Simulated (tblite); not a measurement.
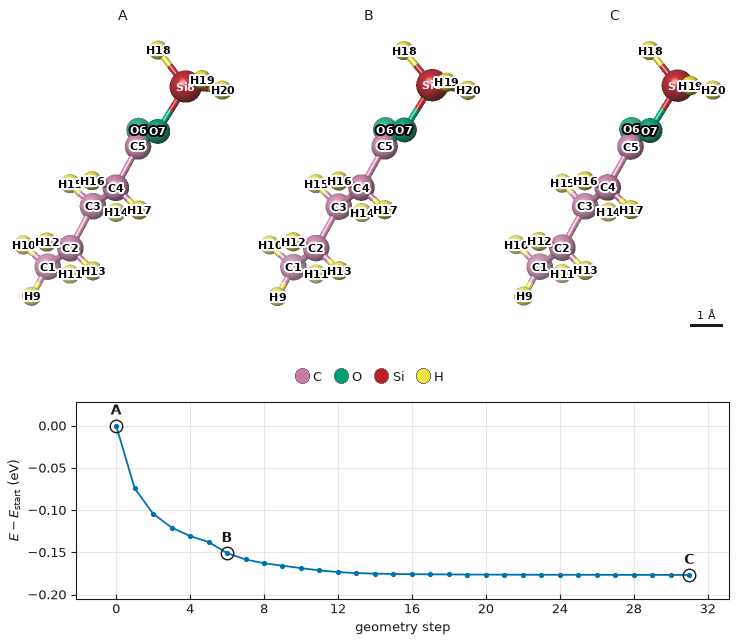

Frames of a relaxation of C5H12O2Si, marked on the history of the run. The picture is a ball-and-stick view, seen from a free direction.

Level of theory: GFN2-xTB geometry optimisation, gas phase (tblite 0.8.0). 

> What happens along the run?

H19 moves most after the best rigid fit: 0.22 Å. Largest moves by element: H 0.22 Å, O 0.07 Å, Si 0.05 Å, C 0.04 Å. Among the contacts that change: C5–O7 1.361 → 1.330 Å, Si8–H18 1.480 → 1.458 Å, C2–H13 1.076 → 1.092 Å, C2–C3 1.542 → 1.526 Å. Among the angles between lasting bonds that change: O7–Si8–H19 108.1° → 97.5°, H18–Si8–H19 107.8° → 113.9°, O6–C5–O7 126.1° → 122.3°. The energy falls by 0.177 eV in 31 geometry steps. Cost: 0.38 s on 1 thread of Intel(R) Xeon(R) Processor @ 2.70GHz, on a shared host. From step 0 to 6: H19 moves most (0.10 Å), energy −0.151 eV. From step 6 to 31: H19 moves most (0.12 Å), energy −0.026 eV.

```csv
step,"E − E(0), eV"
0,0.0000
1,-0.0741
2,-0.1044
3,-0.1206
4,-0.1308
5,-0.1377
6,-0.1509
7,-0.1584
8,-0.1630
9,-0.1658
10,-0.1687
11,-0.1714
12,-0.1735
13,-0.1746
14,-0.1752
16,-0.1759
17,-0.1761
18,-0.1762
19,-0.1763
20,-0.1764
21,-0.1765
22,-0.1766
23,-0.1766
24,-0.1766
25,-0.1766
27,-0.1767
28,-0.1767
29,-0.1768
30,-0.1768
31,-0.1768
```
